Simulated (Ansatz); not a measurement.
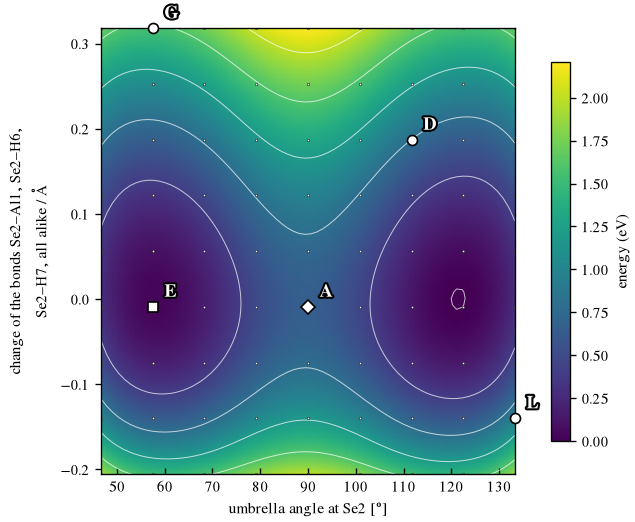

AlH₅Se, SMILES [AlH3-][SeH2+]. 
- The first coordinate is: umbrella angle at Se2 (between each of its bonds and their common axis; 90 is planar); the second: change of the bonds Se2–Al1, Se2–H6, Se2–H7, all alike.
- Nothing is relaxed (all other coordinates rigid).
- The scan uses a 9 × 9 grid.
- Points are written as (first, second).
- All energies are given in eV relative to the lowest grid point.
- These are results of RKS wB97X-V/def2-TZVP in Ansatz 0.2.0, not measurements.

The picture shows a smooth colour map with a few white contour lines, dots at the grid points, lettered points. Between grid points the surface is interpolated.

> Is D the lowest point of the computed grid?

No. D lies 0.80 eV above the lowest grid point, which is at (122.5°, −0.009 Å).

> What kind of point is each of A, D, E: minimum, saddle, maximum or slope?

A: saddle point; D: on a slope; E: minimum. (In these two coordinates alone; a stationary point may lie a little off the grid point.)

> Rank the lettered points by energy, lowest first.

E (0.032 eV), A (0.65 eV), D (0.80 eV), L (0.97 eV), G (1.56 eV).
